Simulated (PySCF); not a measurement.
# Excited-state calculation, with input and output: Si3H7BrO2

The run: excited-state calculation of Si3H7BrO2, SMILES [SiH3]O[SiH2]O[SiH2]Br. Method and program: TDDFT wB97X/def2-SVPD, vertical, gas phase, core orbitals frozen in the response (PySCF 2.14.0).

The geometry comes from this level: GFN2-xTB. It belongs to a series of runs on one base structure; here: wB97X/def2-SVPD; 12 states.

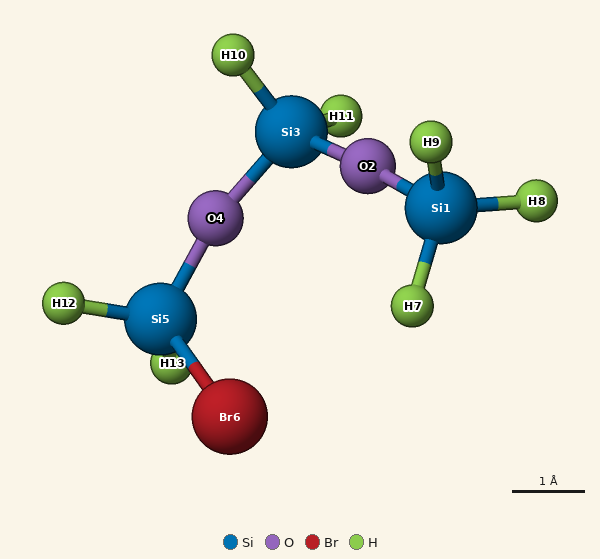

The input geometry (ball-and-stick view, seen at a tilt; atoms are numbered from 1 in the order of the input). Bond lengths as drawn: Br–Si 2.20 Å, H–Si 1.45 to 1.46 Å and O–Si 1.60 to 1.63 Å.

## Results in brief

```csv
quantity,value
outcome,converged
total energy,−3596.777685 hartree
HOMO,−10.67 eV
LUMO,1.86 eV
dipole moment,1.04 D
mean polarisability,98.83 a.u.
lowest singlet excitation,7.52 eV
hardware,"1 CPU thread, shared host"
wall time,2.1 min
peak memory,0.95 GiB
```

## Remarks

Settings chosen away from the usual ones: wB97X/def2-SVPD; 12 states. Spin–orbit coupling is left out, which matters for the heavy atoms.

## Input file
```
{"job": {"kind": "uv", "xc": "wB97X", "basis": "def2-SVPD", "nstates": 12, "ntriplets": 2, "tda": false}, "charge": 0, "multiplicity": 1}
Si     2.325190     0.331471    -0.909330
O      1.277195    -0.247089     0.197881
Si     0.166048    -0.786808     1.215617
O     -1.313643    -0.357212     0.691109
Si    -2.518488     0.266356    -0.155941
Br    -1.716849     1.281691    -1.932262
H      1.552846     1.018489    -1.935972
H      3.209493     1.217517    -0.152670
H      3.033251    -0.849082    -1.404024
H      0.160352    -2.239829     1.185370
H      0.321939    -0.103589     2.488907
H     -3.342052    -0.823472    -0.645175
H     -3.159670     1.292044     0.645514
```

The first line tells a small driver script what to run in PySCF; the rest is the geometry in Å.

Launched with:
```bash
OMP_NUM_THREADS=1 python <driver script> task.json out
```

## What the program printed
```
coarse grid: 54232 points
cycle   1  E = -3596.5956659340  dE = -4.279e-01  |g| = 9.558e-01  |ddm| = 7.039e+00
cycle   2  E = -3596.5709889592  dE =  2.468e-02  |g| = 1.067e+00  |ddm| = 4.580e+00
cycle   3  E = -3596.7765711779  dE = -2.056e-01  |g| = 6.124e-02  |ddm| = 1.137e+00
cycle   4  E = -3596.7776667247  dE = -1.096e-03  |g| = 2.161e-02  |ddm| = 2.161e-01
cycle   5  E = -3596.7778246829  dE = -1.580e-04  |g| = 5.890e-03  |ddm| = 1.178e-01
cycle   6  E = -3596.7778318419  dE = -7.159e-06  |g| = 1.265e-03  |ddm| = 3.906e-02
final grid: 108872 points
cycle   7  E = -3596.7776848277  dE = -7.921e-07  |g| = 6.651e-04  |ddm| = 1.668e-02
cycle   8  E = -3596.7776849173  dE = -8.961e-08  |g| = 5.147e-04  |ddm| = 2.344e-03
cycle   9  E = -3596.7776849524  dE = -3.508e-08  |g| = 8.840e-05  |ddm| = 7.510e-04
cycle  10  E = -3596.7776849569  dE = -4.554e-09  |g| = 6.671e-05  |ddm| = 4.262e-04
cycle  11  E = -3596.7776849580  dE = -1.139e-09  |g| = 5.730e-06  |ddm| = 1.682e-04
cycle  12  E = -3596.7776849581  dE = -9.095e-12  |g| = 2.628e-06  |ddm| = 3.485e-05
```

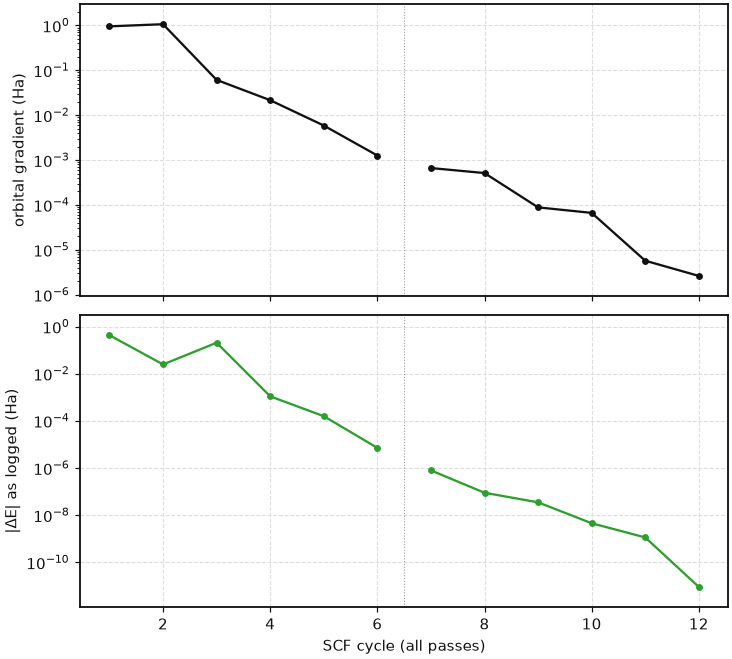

Convergence of the self-consistent field: orbital gradient and size of the energy change against the SCF cycle. The dotted line marks the change from a coarse to the final integration grid. The first 6 cycles use a coarse grid, the final grid takes over at cycle 7, and the field converges after 12 cycles in all.

```
converged SCF energy = -3596.7776849581

Static polarisability (au): isotropic 98.830, principal 86.844 102.883 106.763

Singlet excitations
state   eV       nm        f      main configurations
  1   7.5242    164.8   0.02673   H->L+1 0.69, H->L+3 0.08
  2   7.6994    161.0   0.01066   H-2->L 0.50, H-2->L+2 0.13
  3   7.7434    160.1   0.00051   H->L+2 0.49, H->L+3 0.16, H->L 0.10
  4   7.8421    158.1   0.04960   H-1->L+1 0.72
  5   7.9873    155.2   0.00811   H-3->L 0.48, H-3->L+2 0.18, H-1->L 0.11
  6   8.1757    151.6   0.01913   H-2->L+2 0.42, H-2->L 0.09, H-2->L+3 0.09
  7   8.2996    149.4   0.00323   H->L 0.35, H->L+4 0.15, H->L+3 0.14
  8   8.3123    149.2   0.02420   H-1->L+2 0.42, H-1->L 0.21, H-1->L+8 0.10
  9   8.5157    145.6   0.00420   H-4->L 0.20, H-2->L+5 0.08
 10   8.6175    143.9   0.10088   H-1->L 0.25, H-1->L+3 0.19, H-1->L+4 0.14
 11   8.6836    142.8   0.01441   H-4->L+1 0.21, H-2->L+1 0.18, H->L+7 0.11
 12   8.9061    139.2   0.00850   H-5->L+2 0.31, H-3->L+2 0.16, H-5->L 0.12

Triplet excitations (Tamm-Dancoff, eV): 7.1406 7.3837
```

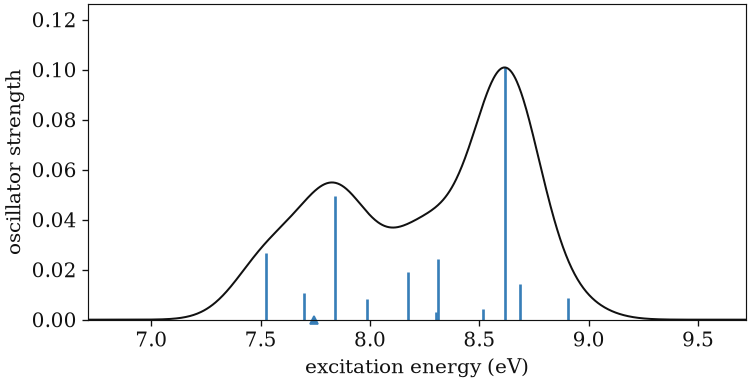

Computed excitations as sticks (degenerate states added up, dark ones marked on the axis), with a Gaussian envelope of 0.35 eV full width at half maximum, scaled to the tallest. Of the 12 states the lowest lies at 7.52 eV (f = 0.027); the strongest line is at 8.62 eV, or 144 nm (f = 0.101).

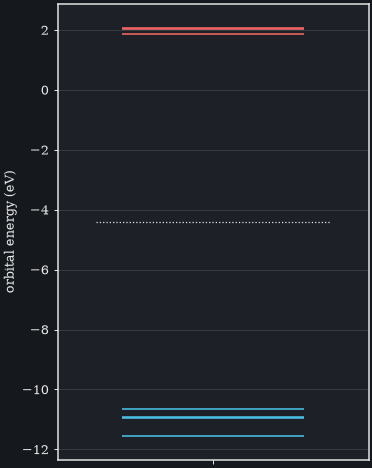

Orbital energies near the frontier; the dotted line parts filled from empty levels, and levels within 0.02 eV of each other stand side by side. Highest filled −10.67 eV, lowest empty 1.86 eV, 12.53 eV apart.
